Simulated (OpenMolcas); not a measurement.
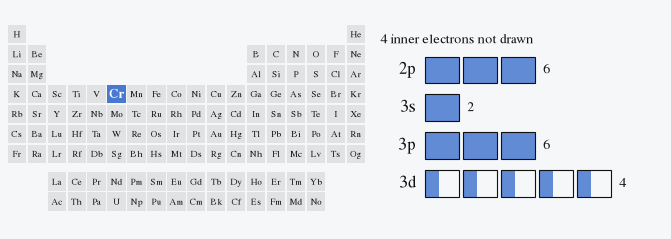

Left, the place of chromium in the periodic table; right, the outer shells of the leading configuration of the lowest level: a box for each of the 2l + 1 orbitals, shaded by the share of the shell that is filled, with the electron count at the right.

Multiconfigurational calculation: Cr²⁺ complex (part 1 of 2)

- system: Cr²⁺ with 6 ligands (O; octahedron, 2.259 Å), embedded in CaO by model potentials and point charges, whose field is part of the energies.
- method: state-averaged CASSCF, active space 4 electrons in the shell 3d, basis ANO-RCC-VDZP on the metal and ANO-RCC-VDZP on the ligands, DKH2 scalar Hamiltonian, spin-orbit coupling by RASSI with atomic mean-field integrals (OpenMolcas)

**Results in brief**

- outcome: converged
- energy of the lowest spin-free term: −1506.98322 hartree
- energy of the lowest spin-orbit level: −1506.98333 hartree
- largest spread among components of a term: 0.0 cm⁻¹
- hardware: 1 thread of Intel Xeon (Sapphire Rapids), 64 GiB of memory available, shared host
- wall time: 39 s
- peak memory: 0.18 GiB

**Notes**

Without dynamic correlation the splittings between terms come out too large, often by 20 to 50 %. To bear in mind: orbital doublet at a regular site, Jahn-Teller distortion not allowed for; small active space favours high spin, ground spin may be wrong; the geometry is set by hand, with no relaxation.

**Input**
```
&GATEWAY
Basis set
Cr.ANO-RCC-VDZP.
Cr1 0.0 0.0 0.0 Angstrom
End of basis
Basis set
O.ANO-RCC-VDZP.
L1 2.259000 0.000000 0.000000 Angstrom
L2 0.000000 2.259000 0.000000 Angstrom
L3 0.000000 0.000000 2.259000 Angstrom
End of basis
Basis set
Ca.EMB-AIMP.Pascual.13s7p.1s1p.ECP.CaO.
PseudoCharge
* 3 symmetry-unique lattice sites within 7.6 angstrom
End of basis
Basis set
Ca.EMB-AIMP.Pascual.0s.0s.ECP.CaO.
PseudoCharge
* 24 symmetry-unique lattice sites within 7.6 angstrom
End of basis
Basis set
O.EMB-AIMP.Pascual.0s.0s.ECP.CaO.
PseudoCharge
* 31 symmetry-unique lattice sites within 7.6 angstrom
End of basis
Symmetry
XYZ
AngMom=0.0 0.0 0.0
AMFI
RICD
XField
1037 Angstrom 0
* Evjen-weighted lattice charges
&SEWARD
&RASSCF
FileOrb=start.orb
Symmetry=1
Spin=5
nActEl=4 0 0
Inactive=18 21
Ras2=5 0
CIRoot=5 5 1
SDav=5
CIMx=300
Iter=150 100
PrWF=0.3
OrbListing=Nothing
MaxOrb=0
LevShft=1.0
>>> COPY $Project.JobIph JOB001
&RASSCF
FileOrb=start.orb
Symmetry=1
Spin=3
nActEl=4 0 0
Inactive=18 21
Ras2=5 0
CIRoot=45 45 1
SDav=45
CIMx=300
Iter=150 100
PrWF=0.3
OrbListing=Nothing
MaxOrb=0
LevShft=1.0
>>> COPY $Project.JobIph JOB002
&RASSCF
FileOrb=start.orb
Symmetry=1
Spin=1
nActEl=4 0 0
Inactive=18 21
Ras2=5 0
CIRoot=50 50 1
SDav=50
CIMx=300
Iter=150 100
PrWF=0.3
OrbListing=Nothing
MaxOrb=0
LevShft=1.0
>>> COPY $Project.JobIph JOB003
&RASSI
NrOfJobIphs=3 5 45 50
1 2 3 4 5
1 2 3 4 5 6 7 8 9 10 11 12 13 14 15 16 17 18 19 20 21 22 23 24 25 26 27
28 29 30 31 32 33 34 35 36 37 38 39 40 41 42 43 44 45
1 2 3 4 5 6 7 8 9 10 11 12 13 14 15 16 17 18 19 20 21 22 23 24 25 26 27
28 29 30 31 32 33 34 35 36 37 38 39 40 41 42 43 44 45 46 47 48 49 50
IphNames
JOB001
JOB002
JOB003
EJob
SpinOrbit
DIPRint=1.0
SOCoupling=1000.0
Subsets=2
Property=9
'ANGMOM' 1 'ANGMOM' 2 'ANGMOM' 3 'MLTPL  1' 1 'MLTPL  1' 2 'MLTPL  1' 3
'AMFI' 1 'AMFI' 2 'AMFI' 3
SOProperty=3
'ANGMOM' 1 'ANGMOM' 2 'ANGMOM' 3
```

The file start.orb holds starting orbitals from an earlier step. A driver script formed the levels outside the program, from RASSI's spin-orbit matrix and the active-space energies, averaged over the components of each term or state.

Launched with:
```bash
OMP_NUM_THREADS=1 MOLCAS_MEM=2457 MOLCAS_PROJECT=a pymolcas a.inp > a.log  # once for each step of the input, in one work folder
```

**Output (extracts)**
```
--- SEWARD ---
Basis set label: CR.ANO-RCC...5S4P2D1F.

      Electronic valence basis set:
      ------------------
      Associated Effective Charge  24.000000 au
      Associated Actual Charge     24.000000 au
      Nuclear Model: Point charge

      Shell  nPrim  nBasis  Cartesian Spherical Contaminant
         s      21       5        X
         p      15       4        X
         d      10       2                 X
         f       6       1                 X
                  Relativistic Douglas-Kroll-Hess integrals:
                    - DKH order of Hamiltonian: 2
                    - DKH order of Properties : 0
                  Atomic mean-field integrals
--- RASSCF ---
Wave function specifications:
      -----------------------------

      Number of closed shell electrons          78
      Number of electrons in active shells       4
      Max number of holes in RAS1 space          0
      Max nr of electrons in RAS3 space          0
      Number of inactive orbitals               39
      Number of active orbitals                  5
      Number of secondary orbitals              98
      Spin quantum number                      2.0
      State symmetry                             1
Orbital specifications:
      -----------------------

      Symmetry species                           1   2
                                                ag  au
      Frozen orbitals                            0   0
      Inactive orbitals                         18  21
      Active orbitals                            5   0
      RAS1 orbitals                              0   0
      RAS2 orbitals                              5   0
      RAS3 orbitals                              0   0
      Secondary orbitals                        46  52
      Deleted orbitals                           0   0
      Number of basis functions                 69  73
      Number of CSFs                             5
      Number of root(s) required                 5
      Iter CI   SX   CI       RASSCF       Energy    max ROT     max BLB   max BLB  Level Ln srch  Step   QN
          iter iter root      energy       change     param      element    value   shift minimum  type update
 Nr of preliminary CI iterations:   1
      Total energies have been shifted. Add                -1000.00 au
        1   1   10    0  -505.09369038    0.00E+00  -7.14E-02   16  50 1 -4.81E-01*  1.01   0.00    SX    NO
        2   1   10    0  -506.62286894   -1.53E+00* -4.76E-02    9  36 2 -1.73E-01*  0.71   0.00    SX    NO
        3   1   10    0  -506.90391327   -2.81E-01* -2.09E-02   21  24 2  5.79E-02*  0.66   0.00    SX    NO
        4   1   10    0  -506.94093580   -3.70E-02* -1.03E-02   21  24 2  3.35E-02*  0.67   0.00    SX    NO
        5   1   10    0  -506.95149811   -1.06E-02* -1.17E-02   21  24 2  1.95E-02*  0.68   2.27    LS   YES
        6   1    9    0  -506.95626727   -4.77E-03* -3.49E-03   18  52 1 -7.41E-03*  0.69   1.12    QN   YES
        7   1    8    0  -506.95689866   -6.31E-04* -2.06E-03    4  32 2 -4.17E-03*  0.68   1.60    LS   YES
        8   1    8    0  -506.95700256   -1.04E-04* -1.26E-03    6  34 2 -6.24E-03*  0.68   1.02    QN   YES
        9   1    7    0  -506.95709496   -9.24E-05*  6.92E-04    5  33 2  1.38E-03*  0.68   1.11    QN   YES
       10   1    7    0  -506.95710348   -8.52E-06* -2.43E-04    6  34 2  3.95E-04*  0.68   1.20    QN   YES
       11   1    6    0  -506.95710448   -9.96E-07* -6.71E-05   13  51 1  8.37E-05   0.68   1.23    QN   YES
       12   1    5    0  -506.95710457   -9.16E-08*  1.28E-05   18  61 1 -2.16E-05   0.68   1.18    QN   YES
       13   1    5    0  -506.95710458   -6.82E-09   4.06E-06    6  34 2 -1.10E-05   0.68   2.50    QN   YES
      Convergence after 13 iterations
       14   1    5    0  -506.95710458   -1.28E-09   4.06E-06    6  24 2  3.10E-06   0.68   2.50    QN   YES
      Natural orbitals and occupation numbers for root  1
      sym 1:   1.000000   1.000000   1.000000   1.000000  -0.000000
      Natural orbitals and occupation numbers for root  2
      sym 1:   1.000000   1.000000   1.000000   0.000000   1.000000
      Natural orbitals and occupation numbers for root  3
      sym 1:   0.000000   1.000000   1.000000   1.000000   1.000000
::    RASSCF root number  1 Total energy:  -1506.98321947
::    RASSCF root number  2 Total energy:  -1506.98321947
::    RASSCF root number  3 Total energy:  -1506.93969465
::    RASSCF root number  4 Total energy:  -1506.93969465
::    RASSCF root number  5 Total energy:  -1506.93969465
--- RASSCF ---
Wave function specifications:
      -----------------------------

      Number of closed shell electrons          78
      Number of electrons in active shells       4
      Max number of holes in RAS1 space          0
      Max nr of electrons in RAS3 space          0
      Number of inactive orbitals               39
      Number of active orbitals                  5
      Number of secondary orbitals              98
      Spin quantum number                      1.0
      State symmetry                             1
Orbital specifications:
      -----------------------

      Symmetry species                           1   2
                                                ag  au
      Frozen orbitals                            0   0
      Inactive orbitals                         18  21
      Active orbitals                            5   0
      RAS1 orbitals                              0   0
      RAS2 orbitals                              5   0
      RAS3 orbitals                              0   0
      Secondary orbitals                        46  52
      Deleted orbitals                           0   0
      Number of basis functions                 69  73
      Number of CSFs                            45
      Number of root(s) required                45
      Iter CI   SX   CI       RASSCF       Energy    max ROT     max BLB   max BLB  Level Ln srch  Step   QN
          iter iter root      energy       change     param      element    value   shift minimum  type update
 Nr of preliminary CI iterations:   1
      Total energies have been shifted. Add                -1000.00 au
        1   1   10    0  -506.82592323    0.00E+00  -1.15E-02   19  25 1 -1.64E-02*  0.67   0.00    SX    NO
        2   1    8    0  -506.82728274   -1.36E-03*  4.59E-03    7  34 2 -1.26E-02*  0.66   0.00    SX    NO
        3   1    8    0  -506.82755861   -2.76E-04* -2.01E-03   19  25 1 -2.85E-03*  0.66   0.00    SX    NO
        4   1    8    0  -506.82762185   -6.32E-05* -1.25E-03    7  34 2 -1.77E-03*  0.66   0.00    SX    NO
        5   1    7    0  -506.82763784   -1.60E-05* -1.03E-03   14  23 1 -8.21E-04*  0.66   1.82    LS   YES
        6   1    7    0  -506.82764193   -4.09E-06* -4.60E-04    7  34 2  1.24E-03*  0.66   1.02    QN   YES
        7   1    7    0  -506.82764349   -1.56E-06* -8.64E-05    7  34 2 -1.43E-04*  0.66   0.85    QN   YES
        8   1    6    0  -506.82764367   -1.83E-07* -2.19E-05   10  24 1 -3.45E-05   0.66   1.04    QN   YES
        9   1    5    0  -506.82764368   -1.11E-08*  1.06E-05    7  34 2  1.70E-05   0.66   2.50    QN   YES
       10   1    5    0  -506.82764368   -8.95E-10   2.02E-06   10  24 1 -3.69E-06   0.66   2.50    QN   YES
      Convergence after 10 iterations
       11   1    5    0  -506.82764368   -2.67E-10   2.02E-06   10  30 1 -1.92E-06   0.66   2.50    QN   YES
      Natural orbitals and occupation numbers for root  1
      sym 1:   1.909943   0.983429   1.013743   0.024862   0.068023
      Natural orbitals and occupation numbers for root  2
      sym 1:   0.983430   1.909944   1.013742   0.024863   0.068021
      Natural orbitals and occupation numbers for root  3
      sym 1:   1.000000   0.999996   1.893375   0.080299   0.026329
::    RASSCF root number  1 Total energy:  -1506.92998746
::    RASSCF root number  2 Total energy:  -1506.92998746
::    RASSCF root number  3 Total energy:  -1506.92998746
::    RASSCF root number  4 Total energy:  -1506.89574457
::    RASSCF root number  5 Total energy:  -1506.89574457
::    RASSCF root number  6 Total energy:  -1506.89238534
::    RASSCF root number  7 Total energy:  -1506.89238534
::    RASSCF root number  8 Total energy:  -1506.89238534
::    RASSCF root number  9 Total energy:  -1506.88900656
::    RASSCF root number 10 Total energy:  -1506.88900656
::    RASSCF root number 11 Total energy:  -1506.88900656
::    RASSCF root number 12 Total energy:  -1506.88038777
::    RASSCF root number 13 Total energy:  -1506.87808917
::    RASSCF root number 14 Total energy:  -1506.86254595
::    RASSCF root number 15 Total energy:  -1506.86254595
::    RASSCF root number 16 Total energy:  -1506.85520109
::    RASSCF root number 17 Total energy:  -1506.85520109
::    RASSCF root number 18 Total energy:  -1506.85520109
::    RASSCF root number 19 Total energy:  -1506.84890739
::    RASSCF root number 20 Total energy:  -1506.84890739
::    RASSCF root number 21 Total energy:  -1506.84890739
::    RASSCF root number 22 Total energy:  -1506.84407100
::    RASSCF root number 23 Total energy:  -1506.84407100
::    RASSCF root number 24 Total energy:  -1506.84407100
::    RASSCF root number 25 Total energy:  -1506.82177110
::    RASSCF root number 26 Total energy:  -1506.82177110
::    RASSCF root number 27 Total energy:  -1506.82177110
::    RASSCF root number 28 Total energy:  -1506.82162249
::    RASSCF root number 29 Total energy:  -1506.82162249
::    RASSCF root number 30 Total energy:  -1506.81627035
--- RASSCF ---
Wave function specifications:
      -----------------------------

      Number of closed shell electrons          78
      Number of electrons in active shells       4
      Max number of holes in RAS1 space          0
      Max nr of electrons in RAS3 space          0
      Number of inactive orbitals               39
      Number of active orbitals                  5
      Number of secondary orbitals              98
      Spin quantum number                      0.0
      State symmetry                             1
Orbital specifications:
      -----------------------

      Symmetry species                           1   2
                                                ag  au
      Frozen orbitals                            0   0
      Inactive orbitals                         18  21
      Active orbitals                            5   0
      RAS1 orbitals                              0   0
      RAS2 orbitals                              5   0
      RAS3 orbitals                              0   0
      Secondary orbitals                        46  52
      Deleted orbitals                           0   0
      Number of basis functions                 69  73
      Number of CSFs                            50
      Number of root(s) required                50
      Iter CI   SX   CI       RASSCF       Energy    max ROT     max BLB   max BLB  Level Ln srch  Step   QN
          iter iter root      energy       change     param      element    value   shift minimum  type update
 Nr of preliminary CI iterations:   1
      Total energies have been shifted. Add                -1000.00 au
        1   1    9    0  -506.76378382    0.00E+00  -5.67E-03   19  25 1 -7.99E-03*  0.65   0.00    SX    NO
        2   1    8    0  -506.76412870   -3.45E-04* -2.84E-03    9  33 2 -6.10E-03*  0.65   0.00    SX    NO
        3   1    8    0  -506.76420300   -7.43E-05*  1.21E-03   15  22 1  1.64E-03*  0.65   0.00    SX    NO
        4   1    7    0  -506.76422108   -1.81E-05*  8.05E-04   15  22 1  1.10E-03*  0.65   0.00    SX    NO
        5   1    7    0  -506.76422581   -4.73E-06*  1.07E-03   15  22 1  5.26E-04*  0.65   2.34    LS   YES
        6   1    7    0  -506.76422678   -9.68E-07*  1.93E-04    9  33 2  1.12E-03*  0.65   0.66    QN   YES
        7   1    6    0  -506.76422765   -8.76E-07*  5.72E-05   22  27 1  8.91E-05   0.65   0.89    QN   YES
        8   1    5    0  -506.76422777   -1.18E-07* -1.64E-05   10  24 1 -2.67E-05   0.65   1.01    QN   YES
        9   1    5    0  -506.76422778   -3.11E-09  -8.68E-06   10  24 1 -1.37E-05   0.65   2.50    QN   YES
      Convergence after  9 iterations
       10   1    5    0  -506.76422778   -7.10E-10  -8.68E-06   10  24 1 -2.76E-06   0.65   2.50    QN   YES
      Natural orbitals and occupation numbers for root  1
      sym 1:   1.830326   0.996102   0.997999   0.113538   0.062036
      Natural orbitals and occupation numbers for root  2
      sym 1:   0.996734   0.997364   1.830166   0.113611   0.062125
      Natural orbitals and occupation numbers for root  3
      sym 1:   0.997668   1.830300   0.996431   0.062050   0.113550
::    RASSCF root number  1 Total energy:  -1506.88610432
::    RASSCF root number  2 Total energy:  -1506.88610432
::    RASSCF root number  3 Total energy:  -1506.88610432
::    RASSCF root number  4 Total energy:  -1506.88153459
::    RASSCF root number  5 Total energy:  -1506.88153459
::    RASSCF root number  6 Total energy:  -1506.86063927
::    RASSCF root number  7 Total energy:  -1506.85243283
::    RASSCF root number  8 Total energy:  -1506.85180866
::    RASSCF root number  9 Total energy:  -1506.85180866
::    RASSCF root number 10 Total energy:  -1506.85180866
::    RASSCF root number 11 Total energy:  -1506.84437659
::    RASSCF root number 12 Total energy:  -1506.84437659
::    RASSCF root number 13 Total energy:  -1506.84437659
::    RASSCF root number 14 Total energy:  -1506.82676464
::    RASSCF root number 15 Total energy:  -1506.82676464
::    RASSCF root number 16 Total energy:  -1506.81077394
::    RASSCF root number 17 Total energy:  -1506.81077394
::    RASSCF root number 18 Total energy:  -1506.81077394
::    RASSCF root number 19 Total energy:  -1506.80276502
::    RASSCF root number 20 Total energy:  -1506.80276502
::    RASSCF root number 21 Total energy:  -1506.79979617
::    RASSCF root number 22 Total energy:  -1506.78210445
::    RASSCF root number 23 Total energy:  -1506.78210445
::    RASSCF root number 24 Total energy:  -1506.78210445
::    RASSCF root number 25 Total energy:  -1506.77847934
::    RASSCF root number 26 Total energy:  -1506.77847934
::    RASSCF root number 27 Total energy:  -1506.77847934
::    RASSCF root number 28 Total energy:  -1506.76213496
::    RASSCF root number 29 Total energy:  -1506.76157690
::    RASSCF root number 30 Total energy:  -1506.76157690
```

(Continued in part 2.)
